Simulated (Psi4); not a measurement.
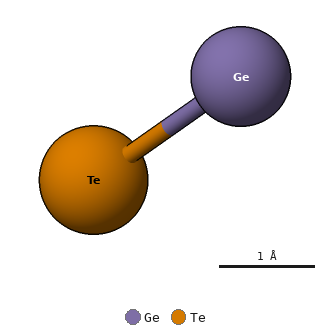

The structure as given in the input (ball-and-stick view, seen at an oblique angle). Sticks mark near contacts.

Run report: GeTe, property calculation

GeTe, SMILES [Ge][Te], computed with CASSCF/LANL2DZ, RHF, core potentials LANL2DZ (Psi4 1.11).

The program's output:
```
Psi4 1.11 release

   => Loading Basis Set <=

    Name: LANL2DZ
    Role: ORBITAL
    Keyword: BASIS

    !!!  WARNING: ECP capability is in beta. Please check occupations closely.  !!!

         ---------------------------------------------------------
                                   SCF
                              RHF Reference
                        1 Threads,   1525 MiB Core
         ---------------------------------------------------------

  ==> Geometry <==

    Molecular point group: c1
    Full point group: C_inf_v

    Geometry (in Angstrom), charge = 0, multiplicity = 1:

       Center              X                  Y                   Z               Mass
    ------------   -----------------  -----------------  -----------------  -----------------
         GE           0.000000000000     0.000000000000     0.000000000000    73.921177761000
         TE           0.000000000000     0.000000000000     2.340165000000   129.906222748000

  Running in c1 symmetry.

  Rotational constants: A = ************  B =      0.02370  C =      0.02370 [cm^-1]
  Rotational constants: A = ************  B =    710.38582  C =    710.38582 [MHz]
  Nuclear repulsion =    5.427075892546038

  Charge       = 0
  Multiplicity = 1
  Electrons    = 10
  Nalpha       = 5
  Nbeta        = 5

  ==> Algorithm <==

  SCF Algorithm Type is OUT_OF_CORE.
  DIIS enabled.
  MOM disabled.
  Fractional occupation disabled.
  Guess Type is SAD.
  Energy threshold   = 1.00e-08
  Density threshold  = 1.00e-08
  Integral threshold = 1.00e-12

  ==> Primary Basis <==

  Basis Set: LANL2DZ
    Blend: LANL2DZ
    Number of shells: 8
    Number of basis functions: 16
    Number of Cartesian functions: 16
    Spherical Harmonics?: false
    Max angular momentum: 1

  Core potential: LANL2DZ
    Number of shells: 8
    Number of ECP primitives: 41
    Number of ECP core electrons: 74
    Max angular momentum: 3

  ==> Integral Setup <==

  ==> DiskJK: Disk-Based J/K Matrices <==

    J tasked:                  Yes
    K tasked:                  Yes
    wK tasked:                  No
    Memory [MiB]:             1144
    Schwarz Cutoff:          1E-12

  Minimum eigenvalue in the overlap matrix is 7.5486716358E-02.
  Reciprocal condition number of the overlap matrix is 2.5843514971E-02.
    Using symmetric orthogonalization.

  ==> Pre-Iterations <==

  SCF Guess: Superposition of Atomic Densities via on-the-fly atomic UHF (no occupation information).

   -------------------------
    Irrep   Nso     Nmo
   -------------------------
     A         16      16
   -------------------------
    Total      16      16
   -------------------------

  ==> Iterations <==

                        Total Energy        Delta E     RMS |[F,P]|

   @RHF iter SAD:   -10.35364590590908   -1.03536e+01   0.00000e+00
   @RHF iter   1:   -11.46031854590191   -1.10667e+00   1.05217e-02 DIIS/ADIIS
   @RHF iter   2:   -11.46884118986532   -8.52264e-03   1.00168e-02 DIIS/ADIIS
   @RHF iter   3:   -11.49676104445718   -2.79199e-02   5.69790e-04 DIIS/ADIIS
   @RHF iter   4:   -11.49691858880371   -1.57544e-04   1.18839e-04 DIIS/ADIIS
   @RHF iter   5:   -11.49692913908347   -1.05503e-05   5.31693e-05 DIIS
   @RHF iter   6:   -11.49693190344436   -2.76436e-06   8.75588e-06 DIIS
   @RHF iter   7:   -11.49693198756305   -8.41187e-08   2.03584e-06 DIIS
   @RHF iter   8:   -11.49693199491717   -7.35412e-09   1.00990e-06 DIIS
   @RHF iter   9:   -11.49693199743954   -2.52237e-09   1.53773e-07 DIIS
   @RHF iter  10:   -11.49693199747398   -3.44453e-11   5.18627e-08 DIIS
   @RHF iter  11:   -11.49693199747872   -4.73932e-12   1.62968e-08 DIIS
   @RHF iter  12:   -11.49693199747922   -4.97380e-13   3.10580e-09 DIIS
  Energy and wave function converged.

  ==> Post-Iterations <==

    Orbital Energies [Eh]
    ---------------------

    Doubly Occupied:

       1A     -0.824872     2A     -0.564567     3A     -0.343378
       4A     -0.329735     5A     -0.329735

    Virtual:

       6A     -0.004298     7A     -0.004298     8A      0.126645
       9A      0.383032    10A      0.415229    11A      0.415229
      12A      0.512381    13A      0.513583    14A      0.513583
      15A     12.266304    16A     18.031287

    Final Occupation by Irrep:
              A
    DOCC [     5 ]
    NA   [     5 ]
    NB   [     5 ]

  @RHF Final Energy:   -11.49693199747922

   => Energetics <=

    Nuclear Repulsion Energy =              5.4270758925460383
    One-Electron Energy =                 -29.0634400168606284
    Two-Electron Energy =                  12.1394321268353718
    Total Energy =                        -11.4969319974792175

Computation Completed

Properties will be evaluated at   0.000000,   0.000000,   0.000000 [a0]

Properties computed using the SCF density matrix

 Multipole Moments:

 ------------------------------------------------------------------------------------
     Multipole            Electronic (a.u.)      Nuclear  (a.u.)        Total (a.u.)
 ------------------------------------------------------------------------------------

 L = 1.  Multiply by 2.5417464519 to convert [e a0] to [Debye]
 Dipole X            :         -0.0000000            0.0000000           -0.0000000
 Dipole Y            :          0.0000000            0.0000000            0.0000000
 Dipole Z            :        -27.4051791           26.5336256           -0.8715534
 Magnitude           :                                                    0.8715534

 ------------------------------------------------------------------------------------

	total time  =          1 seconds =       0.02 minutes
 MINTS: Wrapper to libmints.

   Calculation information:
      Number of threads:                 1
      Number of atoms:                   2
      Number of AO shells:               8
      Number of SO shells:               8
      Number of primitives:             12
      Number of atomic orbitals:        16
      Number of basis functions:        16

      Number of irreps:                  1
      Integral cutoff                 1.00e-12
      Number of functions per irrep: [  16 ]

 OEINTS: Overlap, kinetic, potential, dipole, and quadrupole integrals
         stored in file 35.

      Computing two-electron integrals...done
      Computed 2628 non-zero two-electron integrals.
        Stored in file 33.

         ---------------------------------------------------------
                Multi-Configurational Self-Consistent Field
                            (a 'D E T C I' module)

         ---------------------------------------------------------

   ==> Parameters <==

    EX LEVEL       =        4      H0 BLOCKSIZE  =     1000
    VAL EX LEVEL   =        0      H0 GUESS SIZE =     1000
    H0COUPLINGSIZE =        0      H0 COUPLING   =       NO
    MAXITER        =       12      NUM PRINT     =       20
    NUM ROOTS      =        1      ICORE         =        1
    PRINT LVL      =        1      FCI           =      YES
    R CONV         = 1.00e-07      MIXED         =      YES
    E CONV         = 1.00e-06      MIXED4        =      YES
    R4S            =       NO      REPL OTF      =       NO
    DIAG METHOD    =      SEM      FOLLOW ROOT   =        0
    PRECONDITIONER = DAVIDSON      UPDATE        = DAVIDSON
    S              =   0.0000      Ms0           =      YES
    GUESS VECTOR   =  H0BLOCK      OPENTYPE      =     NONE
    COLLAPSE SIZE  =        1      HD AVG        = EVANGELISTI
    MAX NUM VECS   =       13      REF SYM       =     AUTO
    IOPEN        =       NO

    EX ALLOW       =  1  1  1  1
    STATE AVERAGE  =  0(1.00)

   ==> CI Orbital and Space information <==

   ------------------------------------
               Space    Total     A
   ------------------------------------
                 Nso       16    16
                 Nmo       16    16
               Ndocc        5     5
               Nsocc        0     0
   ------------------------------------
               MCSCF Spaces
   ------------------------------------
         Frozen DOCC        0     0
     Restricted DOCC        3     3
              Active        3     3
     Restricted UOCC       10    10
         Frozen UOCC        0     0
   ------------------------------------

   ==> Setting up CI strings <==

    There are 3 alpha and 3 beta strings
    The CI space requires 9 (9.00E+00) determinants and 1 blocks

   ==> Setting up MCSCF integrals <==

  ==> DiskJK: Disk-Based J/K Matrices <==

    J tasked:                  Yes
    K tasked:                  Yes
    wK tasked:                  No
    Memory [MiB]:             1220
    Schwarz Cutoff:          1E-12

   ==> Starting MCSCF iterations <==

        Iter         Total Energy       Delta E   Orb RMS    CI RMS  NCI NORB
   @MCSCF  1:    -11.506475157781   -9.5432e-03  8.03e-03  1.85e-14    1    1  Initial CI
   @MCSCF  2:    -11.510493026446   -4.0179e-03  5.00e-03  1.48e-07    3    1  TS
   @MCSCF  3:    -11.511210259209   -7.1723e-04  2.38e-03  6.90e-07    3    1  TS
   @MCSCF  4:    -11.511367241612   -1.5698e-04  1.16e-03  8.92e-08    3    1  TS, DIIS
   @MCSCF  5:    -11.511407114421   -3.9873e-05  5.98e-04  3.08e-07    3    1  TS, DIIS
   @MCSCF  6:    -11.511422211729   -1.5097e-05  1.86e-04  2.24e-09    4    1  TS, DIIS
   @MCSCF  7:    -11.511423001196   -7.8947e-07  8.39e-05  4.44e-08    3    1  TS, DIIS
   @MCSCF  8:    -11.511423285671   -2.8448e-07  6.23e-06  2.96e-08    3    1  TS, DIIS
   @MCSCF  9:    -11.511423287589   -1.9181e-09  1.10e-06  4.68e-09    3    1  TS, DIIS

          @MCSCF has converged!

   @MCSCF Final Energy:  -11.511423287588812

   Computing CI Natural Orbitals

   ==> Starting CI iterations <==

    H0 Block Eigenvalue = -11.51142329

    Simultaneous Expansion Method (Block Davidson Method)
    Using 1 initial trial vectors

     Iter   Root       Total Energy       Delta E      C RMS

   @CI  0:     0    -11.511423287589   -3.0068E+00   6.0167E-15
    Warning: Norm of correction (root 0) is < 1.0E-13
   @CI  1:     0    -11.511423287589   0.0000E+00   3.3023E-15 c

   ==> Energetics <==

    SCF energy =          -11.496931997479217
    Total MCSCF energy =  -11.511423287588812

   ==> MCSCF root 0 information <==

    MCSCF Root 0 energy =   -11.511423287588812

   Active Space Natural occupation numbers:

         A   1.999600         A   1.901898         A   0.098502

   The 9 most important determinants:

    *   1   -0.975064  (    0,    0)  4AX 5AX
    *   2    0.221475  (    1,    1)  4AX 6AX
    *   3    0.014133  (    2,    2)  5AX 6AX
    *   4    0.000000  (    0,    2)  4AA 5AX 6AB
    *   5    0.000000  (    2,    0)  4AB 5AX 6AA
    *   6   -0.000000  (    1,    2)  4AA 5AB 6AX
    *   7   -0.000000  (    2,    1)  4AB 5AA 6AX
    *   8   -0.000000  (    0,    1)  4AX 5AA 6AB
    *   9   -0.000000  (    1,    0)  4AX 5AB 6AA

Properties will be evaluated at   0.000000,   0.000000,   0.000000 [a0]

Properties computed using the CASSCF density matrix

 Multipole Moments:

 ------------------------------------------------------------------------------------
     Multipole            Electronic (a.u.)      Nuclear  (a.u.)        Total (a.u.)
 ------------------------------------------------------------------------------------

 L = 1.  Multiply by 2.5417464519 to convert [e a0] to [Debye]
 Dipole X            :         -0.0000000            0.0000000           -0.0000000
 Dipole Y            :          0.0000000            0.0000000            0.0000000
 Dipole Z            :        -27.0655971           26.5336256           -0.5319714
 Magnitude           :                                                    0.5319714

 ------------------------------------------------------------------------------------

Properties will be evaluated at   0.000000,   0.000000,   0.000000 [a0]

Properties computed using the CASSCF density matrix

  Mulliken Charges: (a.u.)
   Center  Symbol    Alpha    Beta     Spin     Total
       1    GE     1.93023  1.93023  0.00000  0.13953
       2    TE     3.06977  3.06977  0.00000 -0.13953

   Total alpha =  5.00000, Total beta =  5.00000, Total charge =  0.00000
```

Standard output:
```
E = -11.511423288
CI CORRELATION ENERGY                              -0.0144912901
CI ROOT 0 CORRELATION ENERGY                       -0.0144912901
CI ROOT 0 TOTAL ENERGY                            -11.5114232876
CI TOTAL ENERGY                                   -11.5114232876
CURRENT CORRELATION ENERGY                         -0.0144912901
CURRENT ENERGY                                    -11.5114232876
CURRENT REFERENCE ENERGY                          -11.4969319975
DD SOLVATION ENERGY                                 0.0000000000
DETCI AVG DVEC NORM                                 0.0000000000
FCI CORRELATION ENERGY                             -0.0144912901
FCI TOTAL ENERGY                                  -11.5114232876
HF KINETIC ENERGY                                   3.6040311012
HF POTENTIAL ENERGY                               -15.1009630987
HF TOTAL ENERGY                                   -11.4969319975
HF VIRIAL RATIO                                     4.1900201953
MCSCF TOTAL ENERGY                                -11.5114232876
NUCLEAR REPULSION ENERGY                            5.4270758925
ONE-ELECTRON ENERGY                               -29.0634400169
PCM POLARIZATION ENERGY                             0.0000000000
PE ENERGY                                           0.0000000000
SCF ITERATION ENERGY                              -11.4969319975
SCF ITERATIONS                                     12.0000000000
SCF TOTAL ENERGY                                  -11.4969319975
TWO-ELECTRON ENERGY                                12.1394321268
```

The run was set up as follows.

The input (job.py):
```python
import psi4

psi4.set_memory(1600000000)
psi4.set_num_threads(1)
psi4.set_output_file('output.dat', False)

mol = psi4.geometry("""
0 1
Ge     0.000000     0.000000     0.000000
Te     0.000000     0.000000     2.340165
symmetry c1
no_reorient
no_com
""")

options = {'basis': 'LANL2DZ', 'reference': 'rhf', 'restricted_docc': [3], 'mcscf_type': 'conv', 'mcscf_algorithm': 'ts', 'mcscf_maxiter': 40, 'active': [3], 'scf_type': 'out_of_core', 'nat_orbs': True, 'mcscf_r_convergence': 0.0001, 'mcscf_e_convergence': 1e-07, 'df_basis_mp2': 'cc-pvtz-ri'}
psi4.set_options(options)

energy_value, wavefunction = psi4.energy("casscf", return_wfn=True)
psi4.oeprop(wavefunction, "MULLIKEN_CHARGES", title="CASSCF")
print('E =', round(energy_value, 9))
for k, v in sorted(psi4.core.scalar_variables().items()):
    print(f'{k:45s} {v:18.10f}')
```

Command:
```bash
python job.py
```

Key numbers:

- outcome: converged
- total energy: −11.511423 hartree
- SCF energy: −11.496932 hartree
- CASSCF energy: −11.511423 hartree
- correlation energy: −0.014491 hartree
- basis functions: 16
- hardware: 1 thread of Intel Xeon (Sapphire Rapids), 16 GiB of memory available, shared host
- wall time: 1.9 s
- peak memory: 0.19 GiB

Notes:

Settings chosen away from the usual ones: scf_type set to out_of_core (from pk); df_basis_mp2 set to cc-pvtz-ri. The record of the run, not the program, notes: active space taken by orbital order; may be a local solution.
